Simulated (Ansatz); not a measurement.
# Tl2Te (model cell, started as cuprite): following an unstable mode, part 2 of 3

Which phase does Tl2Te (model cell, started as cuprite) fall into along its unstable mode, and how much energy does it gain?

Ansatz 0.2.0; DFT PBEsol, scalar-relativistic, plane waves, PAW.

So far, highest frequency on the path or at a solved wavevector (cm⁻¹): step 2 (the dispersion) 94.3. Also lowest frequency on the path (cm⁻¹): step 2 -55.3.

The structure was built from a prototype and need not be the compound's stable phase.

## 4. The mode frozen in, largest atomic shift 0.32 Å

The atoms are moved along the unstable eigenvector, the largest shift by 0.32 Å, with the cell fixed.

input.yaml reads:

```yaml
crystal:
  lattice:
    - [7.2996465413, 7.2996465413, 0.0]
    - [7.2996465413, 0.0, 7.2996465413]
    - [7.2996465413, 0.0, -7.2996465413]
  atoms:
    - { symbol: Te, position: [0.043837739, -0.0219188695, -0.0219188695] }
    - { symbol: Te, position: [-0.043837739, 0.5219188695, 0.5219188695] }
    - { symbol: Te, position: [0.543837739, 0.2280811305, 0.7280811305] }
    - { symbol: Te, position: [0.456162261, 0.7719188695, 0.2719188695] }
    - { symbol: Tl, position: [0.2363532629, 0.13579629, 0.8818233685] }
    - { symbol: Tl, position: [0.2636467371, 0.61420371, 0.3681766315] }
    - { symbol: Tl, position: [0.7363532629, 0.1318233685, 0.88579629] }
    - { symbol: Tl, position: [0.7636467371, 0.6181766315, 0.36420371] }
    - { symbol: Tl, position: [0.2363532629, 0.627850447, 0.8818233685] }
    - { symbol: Tl, position: [0.2636467371, 0.122149553, 0.3681766315] }
    - { symbol: Tl, position: [0.7363532629, 0.1318233685, 0.377850447] }
    - { symbol: Tl, position: [0.7636467371, 0.6181766315, 0.872149553] }
kpoints:
  mp_grid: { grid: [4, 4, 4] }
hamiltonian:
  xc: pbesol
scf:
  occupations: { method: gaussian, width: 0.01 }
output:
  forces: true
  stress: true
  eigenvalues: true
```

Launch:

```sh
$ ansatz run input.yaml --threads 8 --pin off --max-ram 14336MiB --backend cpu --events-out ev --progress --plain --runs-dir out
```

Numbers of over 12 decimals in the logs are rounded to 6 here.

The program printed:

```text
[...]
Crystal: 12 atoms, lattice volume = 777.921 Å³
Basis set: ecut = 420 eV, 15185 PW (Γ), exchange–correlation on 144×144×144 points (8 copies of the dense FFT grid, shifted against one another)
Bands: 101, of which v1, the nominal top of the filled ones, is band 84 counted from 1 (83 counted from 0)
Symmetry: 16 space group operations
[...]
k-points: 13 of 64
[...]
k-point 0: bands = [... 80 lower, 2.3107, 2.3107, 2.4734, 2.4734, 2.6988, 3.3818, 3.4414, 3.4568, ... 9 higher]
  k-point 1: bands = [... 80 lower, 2.1996, 2.2791, 2.3398, 2.3824, 2.8889, 3.2073, 3.4751, 3.5907, ... 9 higher]
  k-point 2: bands = [... 80 lower, 2.1109, 2.1877, 2.2888, 2.2920, 3.1311, 3.1748, 3.5183, 3.7451, ... 9 higher]
  k-point 12: bands = [... 80 lower, 1.9008, 1.9008, 2.2162, 2.2162, 3.3369, 3.3369, 3.8035, 3.8035, ... 9 higher]
[key lines of the parts left out:]
SCF converged after 9 iterations
Free energy (F): -117966.845468 eV
Fermi energy:    2.586237 eV
P = ⅓ Tr σ = 0.1228 GPa (1.228 kbar)
```

It took 7.5 s on 8 threads of Arm Neoverse V2, shared host; peak memory 3.3 GiB; 57 s of CPU time.

Numbers from this step:

| Item | Value |
| --- | --- |
| pressure | 0.1228 GPa |
| gap on the k-mesh | 0.2255 eV |
| energy from the undistorted cell | -4.877 meV/atom |

The energy, extrapolated to zero smearing, is -4.88 meV/atom against the undistorted cell.

The run ends at a pressure of 0.12 GPa, with forces up to 0.19 eV/Å.

## 5. Energy along the mode, all amplitudes (two of the runs are shown above)

An imaginary frequency means negative curvature, so the energy should fall and then rise again as anharmonic terms take over.

Numbers from this step:

```
depth at the lowest point sampled  : 4.877 meV/atom
largest atomic shift at that point : 0.32 Å
```

The energy from the parent by largest atomic shift:

| largest atomic shift (Å) | energy from the parent (meV/atom) |
| --- | --- |
| 0.000 | 0 |
| 0.040 | -0.231 |
| 0.080 | -0.717 |
| 0.140 | -1.72 |
| 0.220 | -3.28 |
| 0.320 | -4.88 |
| 0.450 | -4.87 |
| 0.600 | 0.084 |

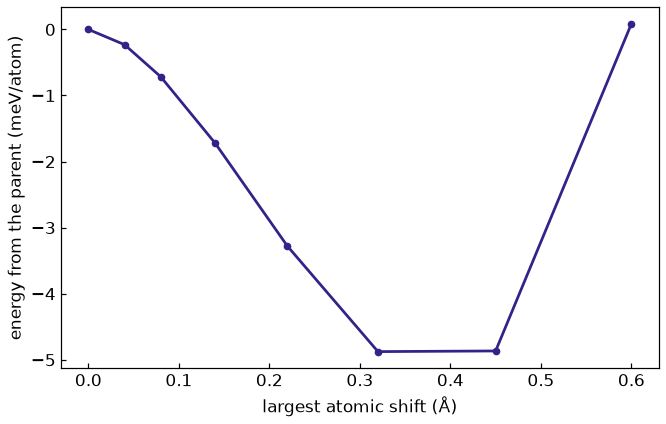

Energy from the parent against largest atomic shift.

Displacement at unit largest shift by atom:

| atom | x (Å) | y (Å) | z (Å) | size |
| --- | --- | --- | --- | --- |
| Te1 | 0.00 | 1.00 | 0.00 | 1.00 |
| Te2 | 0.00 | -1.00 | 0.00 | 1.00 |
| Te3 | 0.00 | 1.00 | 0.00 | 1.00 |
| Te4 | 0.00 | -1.00 | 0.00 | 1.00 |
| Tl5 | 0.09 | -0.31 | 0.09 | 0.34 |
| Tl6 | -0.09 | 0.31 | -0.09 | 0.34 |
| Tl7 | 0.09 | -0.31 | -0.09 | 0.34 |
| Tl8 | -0.09 | 0.31 | 0.09 | 0.34 |
| Tl9 | -0.09 | -0.31 | -0.09 | 0.34 |
| Tl10 | 0.09 | 0.31 | 0.09 | 0.34 |
| Tl11 | -0.09 | -0.31 | 0.09 | 0.34 |
| Tl12 | 0.09 | 0.31 | -0.09 | 0.34 |

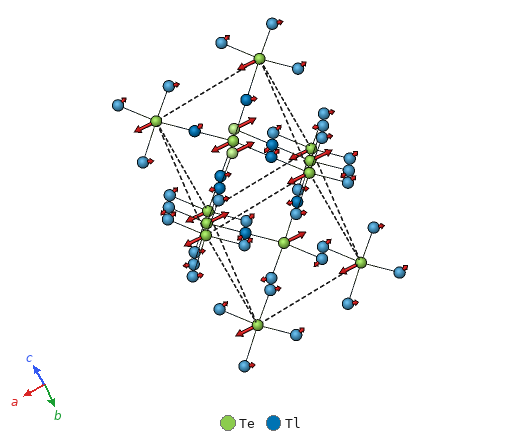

Displacement at unit largest shift as arrows, the longest 1 Å. Some periodic images of atoms are drawn too.

The lowest of the steps tried is at 0.32 Å, 4.88 meV/atom below the parent; the bottom of the well need not coincide with a step.

## 6. Relaxing from the distorted cell

Starting from the lowest point found, all atoms and the cell are let go, so that strain and other modes of the same symmetry can join in.

input.yaml, as its differences from that of step 4:

```diff
@@ -28 +28,6 @@
   eigenvalues: true
+relax:
+  adjacent_minimum: "off"
+  f_tol: 0.002
+  max_steps: 120
+  cell: { stress_tol: 0.03 }
```

The program printed:

```text
[...]
Crystal: 12 atoms, lattice volume = 777.921 Å³
Basis set: ecut = 420 eV, 15185 PW (Γ), exchange–correlation on 144×144×144 points (8 copies of the dense FFT grid, shifted against one another)
Bands: 101, of which v1, the nominal top of the filled ones, is band 84 counted from 1 (83 counted from 0)
Symmetry: 16 space group operations
[...]
k-points: 13 of 64
[...]
SCF iter   1: F=—  HF=-117966.933608 eV  |F-HF|=—  |Δ(HF+E_count)|=         —  Δρ=3.78e-3  dr2=4.90e-1  ethr=1.77e-3  ⟨swp⟩=6.8  Hψ=5391  notcnv=0  defer=16
[...]
SCF iter   9: F=-117966.845468 eV  HF=-117966.845468 eV  |F-HF|=2.26e-8  |Δ(HF+E_count)|=   2.95e-7  Δρ=7.96e-7  dr2=1.38e-8  ethr=5.95e-11  ⟨swp⟩=5.8  Hψ=4857  notcnv=0
SCF 1 converged in 9 iterations: F = -117966.845468 eV  dr2 = 1.38e-8
[...]
relax step   1: F+E_penalty+E_count = -117966.84546790 eV  Δ(F+E_penalty+E_count) = +0.000e0 eV  max|allowed force component| = 1.336e-1 eV/Å  Δτ_max = 0.0000 Å  P = +0.123 GPa  Ω = 777.921 Å³  (9 SCF iters, dr2 threshold 1.00e-7 eV, accepted)
Crystal: 12 atoms, lattice volume = 772.818 Å³
Basis set: ecut = 420 eV, 15113 PW (Γ), exchange–correlation on 144×144×144 points (8 copies of the dense FFT grid, shifted against one another)
[...]
SCF iter   7: F=-117967.056997 eV  HF=-117967.056996 eV  |F-HF|=7.51e-7  |Δ(HF+E_count)|=   8.31e-6  Δρ=5.80e-6  dr2=5.27e-7  ethr=6.64e-10  ⟨swp⟩=8.7  Hψ=6379  notcnv=0
SCF 2 converged in 7 iterations: F = -117967.056997 eV  dr2 = 5.27e-7
[...]
relax step   2: F+E_penalty+E_count = -117967.05699670 eV  Δ(F+E_penalty+E_count) = -2.115e-1 eV  max|allowed force component| = 1.401e-1 eV/Å  Δτ_max = 0.1888 Å  P = -0.147 GPa  Ω = 772.818 Å³  energy of the carried Pulay correction = +5.029e-4 eV  (7 SCF iters, dr2 threshold 1.12e-6 eV, accepted)
Crystal: 12 atoms, lattice volume = 753.317 Å³
Basis set: ecut = 420 eV, 14701 PW (Γ), exchange–correlation on 144×144×144 points (8 copies of the dense FFT grid, shifted against one another)
[...]
SCF iter   7: F=-117967.467339 eV  HF=-117967.467337 eV  |F-HF|=1.92e-6  |Δ(HF+E_count)|=   1.16e-5  Δρ=7.16e-6  dr2=1.05e-6  ethr=7.14e-10  ⟨swp⟩=9.6  Hψ=6550  notcnv=0
SCF 3 converged in 7 iterations: F = -117967.467339 eV  dr2 = 1.05e-6
relax step   3: F+E_penalty+E_count = -117967.46733882 eV  Δ(F+E_penalty+E_count) = -4.103e-1 eV  max|allowed force component| = 1.819e-1 eV/Å  Δτ_max = 0.1910 Å  P = -0.417 GPa  Ω = 753.317 Å³  energy of the carried Pulay correction = +2.477e-3 eV  (7 SCF iters, dr2 threshold 1.20e-6 eV, accepted)
[... from here on, the SCF cycles and remarks between the steps are left out ...]
relax step   4: F+E_penalty+E_count = -117968.05311523 eV  Δ(F+E_penalty+E_count) = -5.858e-1 eV  max|allowed force component| = 2.042e-1 eV/Å  Δτ_max = 0.1946 Å  P = -0.645 GPa  Ω = 722.227 Å³  energy of the carried Pulay correction = +5.807e-3 eV  (8 SCF iters, dr2 threshold 1.20e-6 eV, accepted)
relax step   5: F+E_penalty+E_count = -117968.60259189 eV  Δ(F+E_penalty+E_count) = -5.495e-1 eV  max|allowed force component| = 1.374e-1 eV/Å  Δτ_max = 0.1936 Å  P = -0.645 GPa  Ω = 682.520 Å³  energy of the carried Pulay correction = +1.042e-2 eV  (9 SCF iters, dr2 threshold 1.20e-6 eV, accepted)
relax step   6: F+E_penalty+E_count = -117968.63455555 eV  Δ(F+E_penalty+E_count) = -3.196e-2 eV  max|allowed force component| = 3.459e-1 eV/Å  Δτ_max = 0.1951 Å  P = +0.159 GPa  Ω = 614.141 Å³  energy of the carried Pulay correction = +1.952e-2 eV  (10 SCF iters, dr2 threshold 1.20e-6 eV, accepted)
relax step   7: F+E_penalty+E_count = -117968.86365588 eV  Δ(F+E_penalty+E_count) = -2.291e-1 eV  max|allowed force component| = 9.129e-2 eV/Å  Δτ_max = 0.1551 Å  P = -0.113 GPa  Ω = 623.679 Å³  energy of the carried Pulay correction = +1.816e-2 eV  (10 SCF iters, dr2 threshold 1.20e-6 eV, accepted)
relax step   8: F+E_penalty+E_count = -117968.93927361 eV  Δ(F+E_penalty+E_count) = -7.562e-2 eV  max|allowed force component| = 6.706e-2 eV/Å  Δτ_max = 0.0595 Å  P = -0.098 GPa  Ω = 611.090 Å³  energy of the carried Pulay correction = +1.997e-2 eV  (6 SCF iters, dr2 threshold 6.08e-7 eV, accepted)
relax step   9: F+E_penalty+E_count = -117969.10692133 eV  Δ(F+E_penalty+E_count) = -1.676e-1 eV  max|allowed force component| = 1.267e-1 eV/Å  Δτ_max = 0.1320 Å  P = -0.009 GPa  Ω = 588.823 Å³  energy of the carried Pulay correction = +2.334e-2 eV  (7 SCF iters, dr2 threshold 7.12e-7 eV, accepted)
relax step  10: F+E_penalty+E_count = -117969.32379479 eV  Δ(F+E_penalty+E_count) = -2.169e-1 eV  max|allowed force component| = 1.315e-1 eV/Å  Δτ_max = 0.1624 Å  P = -0.161 GPa  Ω = 568.005 Å³  energy of the carried Pulay correction = +2.668e-2 eV  (7 SCF iters, dr2 threshold 1.00e-6 eV, accepted)
relax step  11: F+E_penalty+E_count = -117969.59142073 eV  Δ(F+E_penalty+E_count) = -2.676e-1 eV  max|allowed force component| = 1.977e-1 eV/Å  Δτ_max = 0.1464 Å  P = -0.149 GPa  Ω = 541.470 Å³  energy of the carried Pulay correction = +3.125e-2 eV  (8 SCF iters, dr2 threshold 1.20e-6 eV, accepted)
relax step  12: F+E_penalty+E_count = -117969.90639055 eV  Δ(F+E_penalty+E_count) = -3.150e-1 eV  max|allowed force component| = 1.533e-1 eV/Å  Δτ_max = 0.1851 Å  P = -0.450 GPa  Ω = 513.147 Å³  energy of the carried Pulay correction = +3.656e-2 eV  (8 SCF iters, dr2 threshold 1.20e-6 eV, accepted)
relax step  13: F+E_penalty+E_count = -117970.12147743 eV  Δ(F+E_penalty+E_count) = -2.151e-1 eV  max|allowed force component| = 2.045e-1 eV/Å  Δτ_max = 0.1163 Å  P = +0.432 GPa  Ω = 473.170 Å³  energy of the carried Pulay correction = +4.495e-2 eV  (8 SCF iters, dr2 threshold 1.20e-6 eV, accepted)
relax step  14: F+E_penalty+E_count = -117970.14138385 eV  Δ(F+E_penalty+E_count) = -1.991e-2 eV  max|allowed force component| = 2.818e-1 eV/Å  Δτ_max = 0.1949 Å  P = -0.032 GPa  Ω = 479.094 Å³  energy of the carried Pulay correction = +4.363e-2 eV  (7 SCF iters, dr2 threshold 1.20e-6 eV, accepted)
relax step  15: F+E_penalty+E_count = -117969.94125853 eV  Δ(F+E_penalty+E_count) = +2.001e-1 eV  max|allowed force component| = 5.111e-1 eV/Å  Δτ_max = 0.0864 Å  P = +1.338 GPa  Ω = 461.372 Å³  energy of the carried Pulay correction = +4.765e-2 eV  (7 SCF iters, dr2 threshold 1.20e-6 eV, rejected (line search))
relax step  16: F+E_penalty+E_count = -117970.23149024 eV  Δ(F+E_penalty+E_count) = -9.011e-2 eV  max|allowed force component| = 1.052e-1 eV/Å  Δτ_max = 0.0936 Å  P = +0.046 GPa  Ω = 479.639 Å³  energy of the carried Pulay correction = +4.351e-2 eV  (12 SCF iters, accepted)
relax step  17: F+E_penalty+E_count = -117970.40155560 eV  Δ(F+E_penalty+E_count) = -1.701e-1 eV  max|allowed force component| = 1.298e-1 eV/Å  Δτ_max = 0.0902 Å  P = +0.388 GPa  Ω = 474.482 Å³  energy of the carried Pulay correction = +4.466e-2 eV  (8 SCF iters, dr2 threshold 6.92e-7 eV, accepted)
relax step  18: F+E_penalty+E_count = -117970.52531464 eV  Δ(F+E_penalty+E_count) = -1.238e-1 eV  max|allowed force component| = 7.204e-2 eV/Å  Δτ_max = 0.1467 Å  P = +0.204 GPa  Ω = 479.184 Å³  energy of the carried Pulay correction = +4.361e-2 eV  (8 SCF iters, dr2 threshold 1.05e-6 eV, accepted)
relax step  19: F+E_penalty+E_count = -117969.92035232 eV  Δ(F+E_penalty+E_count) = +6.050e-1 eV  max|allowed force component| = 2.033e-1 eV/Å  Δτ_max = 0.0959 Å  P = -2.177 GPa  Ω = 550.125 Å³  energy of the carried Pulay correction = +2.972e-2 eV  (8 SCF iters, dr2 threshold 3.48e-7 eV, rejected (line search))
relax step  20: F+E_penalty+E_count = -117970.53634464 eV  Δ(F+E_penalty+E_count) = -1.103e-2 eV  max|allowed force component| = 6.111e-3 eV/Å  Δτ_max = 0.0328 Å  P = +0.055 GPa  Ω = 482.768 Å³  energy of the carried Pulay correction = +4.283e-2 eV  (13 SCF iters, accepted)
relax step  21: F+E_penalty+E_count = -117970.53637549 eV  Δ(F+E_penalty+E_count) = -3.085e-5 eV  max|allowed force component| = 2.344e-3 eV/Å  Δτ_max = 0.0036 Å  P = +0.003 GPa  Ω = 484.000 Å³  energy of the carried Pulay correction = +4.256e-2 eV  (8 SCF iters, dr2 threshold 8.01e-9 eV, accepted)
relax step  22: F+E_penalty+E_count = -117970.53637346 eV  Δ(F+E_penalty+E_count) = +2.029e-6 eV  max|allowed force component| = 1.494e-3 eV/Å  Δτ_max = 0.0022 Å  P = +0.003 GPa  Ω = 484.049 Å³  energy of the carried Pulay correction = +4.255e-2 eV  (8 SCF iters, dr2 threshold 3.43e-10 eV, accepted)
Basis set: ecut = 420 eV, 9503 PW (Γ), exchange–correlation on 120×144×144 points (8 copies of the dense FFT grid, shifted against one another)
[...]
SCF iter   9: F=-117970.527779 eV  HF=-117970.527779 eV  |F-HF|=7.28e-11  |Δ(HF+E_count)|=  2.91e-11  Δρ=5.14e-8  dr2=1.47e-11  ethr=1.00e-12  ⟨swp⟩=5.0  Hψ=4536  notcnv=0
SCF 23 converged in 9 iterations: F = -117970.527779 eV  dr2 = 1.47e-11
relax step  23: F+E_penalty+E_count = -117970.52777896 eV  Δ(F+E_penalty+E_count) = +8.595e-3 eV  max|allowed force component| = 1.498e-3 eV/Å  Δτ_max = 0.0000 Å  P = -0.019 GPa  Ω = 484.049 Å³  stress off target by 2.40e-2 GPa  SCF on the basis re-selected at this cell (its energy is not comparable with the rows above)  (9 SCF iters)
basis re-selected at this cell: Δ(F+E_penalty+E_count) = +8.595e-3 eV, ΔP = -0.023 GPa vs the last step (what re-selecting the basis moved, of the pressure what is left beyond the Pulay correction that the steps carried, after the strain that the cell walked since its last selection, with what the two solves' SCF thresholds leave and, on support functions, any second-order correction that the steps lacked; it is no measure of the basis error at this ecutwfc). The dense FFT grid was sized anew with the basis: this SCF ran on 60×72×72 points, the steps before it on 72×72×72, so part of this shift can come from that change (see relax.cell in the input reference). [rest of the remark cut]
SCF converged after 9 iterations
Free energy (F): -117970.527779 eV
[...]
Internal energy: -117970.526438 eV  (E = F + TS)
E sigma→0 (E₀):  -117970.527108 eV
Entropy (-TS):   -0.001341 eV (-0.112 meV/atom)
Fermi energy:    6.290185 eV
[...]
--- Forces (eV/Å), atoms counted from 1 ---
  atom   1  Te    -0.00000000    -0.00046347     0.00000000
  atom   2  Te    -0.00000000     0.00046347     0.00000000
  atom   3  Te     0.00000000    -0.00046347    -0.00000000
  atom   4  Te     0.00000000     0.00046347     0.00000000
  atom   5  Tl    -0.00075457     0.00149843    -0.00075457
  atom   6  Tl     0.00075457    -0.00149843     0.00075457
  atom   7  Tl    -0.00075457     0.00149843     0.00075457
  atom   8  Tl     0.00075457    -0.00149843    -0.00075457
  atom   9  Tl     0.00075457     0.00149843     0.00075457
  atom  10  Tl    -0.00075457    -0.00149843    -0.00075457
  atom  11  Tl     0.00075457     0.00149843    -0.00075457
  atom  12  Tl    -0.00075457    -0.00149843     0.00075457
  max |Σ_I F_I| component: 4.12e-18 eV/Å
--- Stress (GPa, compression-positive) ---
       -0.017085       0.000000      -0.000000
        0.000000      -0.024004       0.000000
       -0.000000       0.000000      -0.017085
  P = ⅓ Tr σ = -0.0194 GPa (-0.194 kbar)
--- Band table (eV; the first three rows and the last of 13) ---
  k-point 0: bands = [... 80 lower, 4.8624, 4.8624, 5.6832, 5.6832, 6.3125, 6.7170, 7.0619, 8.1215, ... 13 higher]
  k-point 1: bands = [... 80 lower, 5.1535, 5.1709, 5.7130, 5.9242, 6.2151, 7.3369, 7.3835, 7.5117, ... 13 higher]
  k-point 2: bands = [... 80 lower, 4.8896, 5.4805, 5.7260, 6.7266, 6.7865, 6.8325, 7.2832, 7.4130, ... 13 higher]
  k-point 12: bands = [... 80 lower, 5.2032, 5.2032, 5.3529, 5.3529, 6.3246, 6.3246, 7.0430, 7.0430, ... 13 higher]
--- Relaxed structure (22 steps of the walk, 20 accepted, 1 SCFs on fresh bases) ---
  F+E_penalty+E_count = -117970.52777896 eV   max|allowed force component| = 1.498e-3 eV/Å   (the final SCF, on the basis selected at the relaxed cell)
  cell:  # Å, volume = 484.0491 Å³
    - [7.370959, 4.454628, 0]
    - [7.370959, 0, 7.370959]
    - [7.370959, 0, -7.370959]
  atoms:
    - { symbol: Te, position: [0.146129, -0.073064, -0.073064] }
    - { symbol: Te, position: [-0.146129, 0.573064, 0.573064] }
    - { symbol: Te, position: [0.646129, 0.176936, 0.676936] }
    - { symbol: Te, position: [0.353871, 0.823064, 0.323064] }
    - { symbol: Tl, position: [0.112264, 0.238551, 0.943868] }
    - { symbol: Tl, position: [0.387736, 0.511449, 0.306132] }
    - { symbol: Tl, position: [0.612264, 0.193868, 0.988551] }
    - { symbol: Tl, position: [0.887736, 0.556132, 0.261449] }
    - { symbol: Tl, position: [0.112264, 0.649185, 0.943868] }
    - { symbol: Tl, position: [0.387736, 0.100815, 0.306132] }
    - { symbol: Tl, position: [0.612264, 0.193868, 0.399185] }
    - { symbol: Tl, position: [0.887736, 0.556132, 0.850815] }
```

The job ended after 3.5 min (8 threads; peak memory 3.3 GiB; 27 min of CPU time).

(Continued in part 3 of 3.)

[Logs are printed without paths, hosts, clocks, repeated set-up lines and the standing remarks that a program may print on its own settings, such as how far it seeks lower states.]

[Hosts, paths, dates, database ids (printed as entryN), source tags and the programs' standing remarks are cut or masked in the printed files.]
